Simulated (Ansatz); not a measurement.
```
Zr H
1.0
    -3.96897    0.00000    0.00248
    -0.00841    0.00000  -11.37627
     0.00000   -3.48932    0.00000
Zr H
4 16
Cartesian
  -1.9917 -2.6170 -9.7232
  -0.0030 -2.6170 -4.0363
  -0.0055 -0.8723 -7.3402
  -1.9858 -0.8723 -1.6508
  -0.0077 -2.6170 -10.2948
  -1.9879 -2.6170 -4.6055
  -0.0069 -2.6170 -6.1850
  -1.9872 -2.6170 -0.4957
  -0.9993 -0.8723 -9.1048
  -2.9795 -0.8723 -3.4155
  -2.9839 -0.8723 -9.1039
  -0.9952 -0.8723 -3.4170
  -2.9822 -2.6170 -7.9570
  -0.9935 -2.6170 -2.2701
  -0.9979 -2.6170 -7.9586
  -2.9782 -2.6170 -2.2692
  -1.9903 -0.8723 -10.8783
  -3.9706 -0.8723 -5.1890
  -1.9895 -0.8723 -6.7685
  -0.0008 -0.8723 -1.0817
```

Space group Cmcm; a structure from a database of computed crystals, not necessarily the ambient phase; a generated structure, not necessarily the stable one; changed on purpose from its base cell (volume × 1.06, shape and atoms relaxed); computed pressure about −5 GPa in this cell.

These are results of Ansatz 0.2.0, DFT PBE, scalar-relativistic, plane waves, PAW, not measurements.

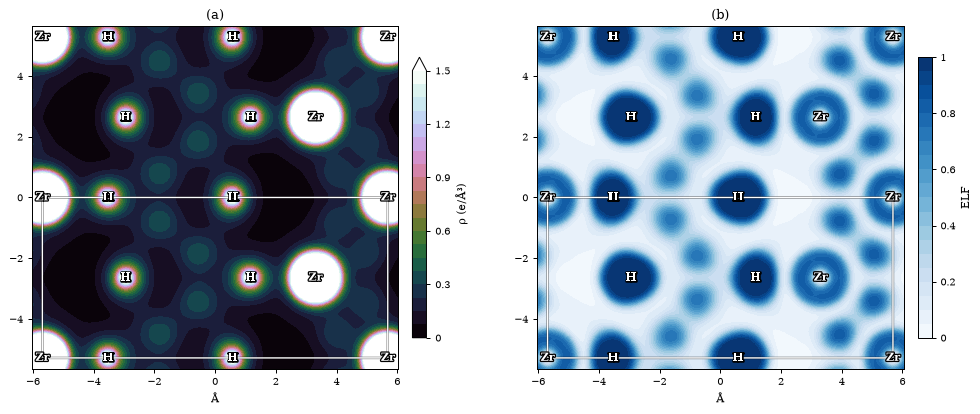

ZrH$_{4}$. (a) valence pseudo-density; (b) electron localisation function on the (101) plane of the conventional cell.

In a PAW calculation such maps are meaningful between the atoms, not at the nuclei.

**What does the map show?**

- Atoms in the plane: Zr and H.
- Zr–H (2.15 Å): the density is about 0.42 e/Å³ at the midpoint; the ELF climbs to about 1 towards the hydrogen.
- Between the atoms the lowest density in this plane is 0.02 e/Å³.
- The features right at Zr lie inside the PAW spheres, where the map follows smoothed inner orbitals and isn't to be read closely.
